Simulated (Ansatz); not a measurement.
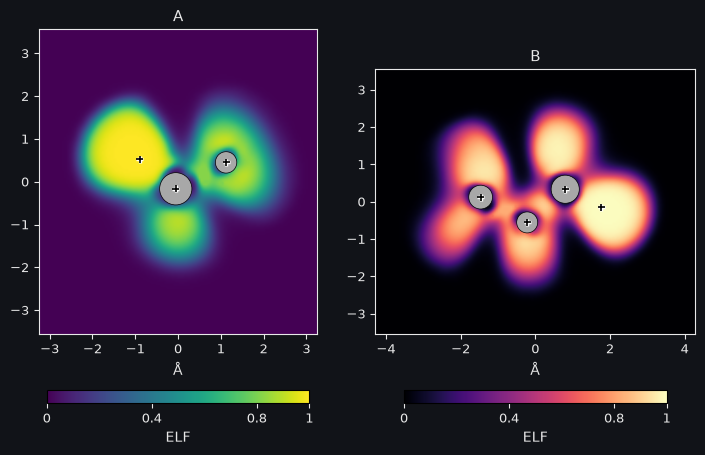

The electron localisation function of 2 systems, each on a plane through atoms (crosses mark nuclei in the plane; grey discs cover the cores).

Level of theory: Ansatz, UKS PBE0-D4/def2-TZVPP.

System 1: HCl···CH₂F (doublet), the plane of atoms F3, C2 and H5. A transition-state structure; geometry: PBE0-D4/def2-TZVP.

| atom | x (Å) | y (Å) | z (Å) |
| --- | --- | --- | --- |
| H | -0.6902 | 0.0206 | -0.4672 |
| C | 0.4811 | 0.0391 | 0.3159 |
| F | 0.7198 | -1.2066 | 0.7091 |
| Cl | -1.8908 | 0.0495 | -1.2797 |
| H | 0.1735 | 0.6926 | 1.1303 |
| H | 1.2067 | 0.4048 | -0.4085 |

System 2: CH₄NO (doublet), the plane of atoms O1, C2 and H5. The product side of a reaction path; geometry: PBE0-D4/def2-TZVP.

```yaml
atoms:
  - { symbol: O, position_ang: [-0.5957, 0.2589, 0.0997] }
  - { symbol: C, position_ang: [-0.4003, -0.6677, -0.8653] }
  - { symbol: N, position_ang: [0.6200, 0.5229, 0.7856] }
  - { symbol: H, position_ang: [0.5987, -0.7599, -1.2719] }
  - { symbol: H, position_ang: [-1.2954, -0.8584, -1.4410] }
  - { symbol: H, position_ang: [0.5413, 0.0008, 1.6570] }
  - { symbol: H, position_ang: [0.5315, 1.5035, 1.0359] }
```

> Which map belongs to which system?

Panel A is system 1, HCl···CH₂F: the plane holds C, F and H. C–F (1.33 Å): the ELF peaks at about 0.80 between the atoms: a polar covalent bond. Panel B is system 2, CH₄NO: the plane holds O, C, N and H. C–O (1.35 Å): the ELF peaks at about 0.90 between the atoms, as expected for a shared but strongly polarised pair.
